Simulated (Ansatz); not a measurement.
# ZrN under a change: N vacancy, symmetric start

The parent structure is a 16-atom supercell of ZrN in the rock salt structure (space group Fm-3m, No. 225; a = 4.552 Å) at its relaxed geometry.

One thing is altered: a neutral N vacancy, symmetric start, atoms relaxed at fixed cell.

Level of theory: Kohn–Sham DFT with the PBEsol functional, run in Ansatz (a first-principles code) with PAW and 420 eV plane waves, no SOC. Γ-centred 7×7×7 mesh, Fermi–Dirac width 0.05 eV.

```json
[
 {"quantity": "pressure", "base": "0.0 GPa", "changed": "0.4 GPa", "shift": "+0.4 GPa"},
 {"quantity": "energy gained by relaxation", "base": "–", "changed": "0.13 eV", "shift": "–"},
 {"quantity": "mean distance from the defect site to its nearest host atoms", "base": "2.28 Å", "changed": "2.33 Å", "shift": "+0.05 Å"}
]
```

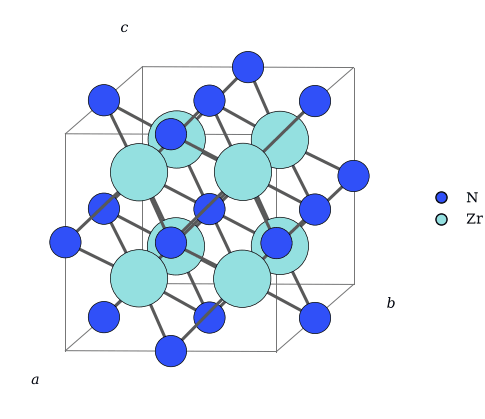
Figure. The relaxed cell after the change

The cell is small, so the values are those of an ordered compound at a high defect concentration; dilute-limit values will differ. The defect started on the symmetric site and kept its symmetry, so it may sit on a saddle. All final runs are without spin polarisation. An odd electron count without spin: Zr8N7 and ZrN. The defect cell is not spin-polarised.
